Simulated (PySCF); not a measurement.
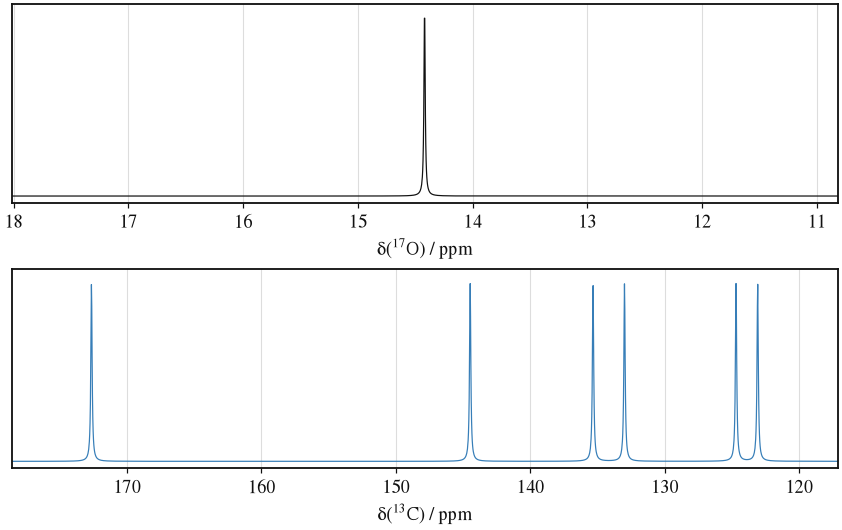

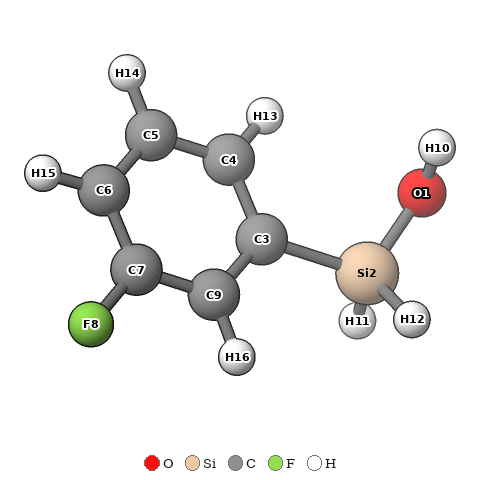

Spectrum and numbered structure of C₆H₇FOSi, SMILES O[SiH2]c1cccc(F)c1. GIAO shifts, PBE0/pcSseg-1 with PySCF, at a GFN2-xTB geometry (no frequency check), against H₂O for ¹⁷O and TMS for ¹³C computed at the same level (¹⁷O: a single water molecule, while the usual scale starts at liquid water and gives values some tens of ppm lower). Gas phase, fully decoupled, line heights follow the number of nuclei, widths are arbitrary (no quadrupolar broadening); values of one conformer, averaged over nuclei that symmetry or rotation about single bonds exchange, these motions taken as fast; other conformers aren't averaged in.

**Where does the ¹⁷O line lie?**

At 14.4 ppm (O1).

**Assign the ¹³C signals to the numbered atoms.**

| δ (ppm) | nuclei | atoms |
| --- | --- | --- |
| 172.6 | 1 | C7 |
| 144.5 | 1 | C3 |
| 135.3 | 1 | C5 |
| 133.0 | 1 | C4 |
| 124.7 | 1 | C9 |
| 123.1 | 1 | C6 |

The order of signals that lie close, as those under 2 ppm apart, is within the error of the method.

Caveats: the tight-binding geometry is rougher than a DFT one and adds to the error.
